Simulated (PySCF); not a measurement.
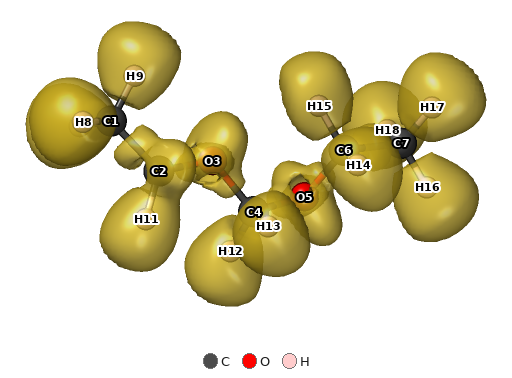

*C₅H₁₁O₂ (doublet). Isosurface of the ELF at 0.75 (yellow), seen at a tilt. Only the valence region is drawn (cores and ρ < 0.01 e/Å³ removed).*

Geometry: GFN2-xTB.

Theory: PySCF, UKS B3LYP, pcH-1 on C H O, non-relativistic, mean-field spin-orbit, GIAO.

```xyz
18

C    -3.2876    0.3890    0.4847
C    -2.1456   -0.5412    0.6312
O    -0.9719   -0.1543    0.0316
C     0.0489   -1.1180    0.0110
O     1.1576   -0.6422   -0.6472
C     1.8053    0.4402    0.0120
C     3.0821    0.7671   -0.7420
H    -3.9752    0.2721    1.3207
H    -2.9198    1.4116    0.4562
H    -3.8540    0.2096   -0.4381
H    -2.3035   -1.6001    0.7707
H    -0.2806   -2.0121   -0.5407
H     0.2923   -1.4081    1.0566
H     2.0311    0.1472    1.0487
H     1.1370    1.3093    0.0352
H     3.7448   -0.0937   -0.7444
H     3.5851    1.6050   -0.2679
H     2.8452    1.0247   -1.7700
```

**Describe the localisation domains.**

The ELF exceeds this value in one region between bonded C–C atoms (shared pairs), eleven regions around hydrogen nuclei and two regions on O in which the atom's valence shell and bonds are merged. Profiles from the grid: C–O (1.37 Å): the ELF peaks at about 0.90 between the atoms, as expected for a shared but strongly polarised pair. C–C (1.48 Å): the ELF peaks at about 0.95 between the atoms, as expected for a covalent bond.
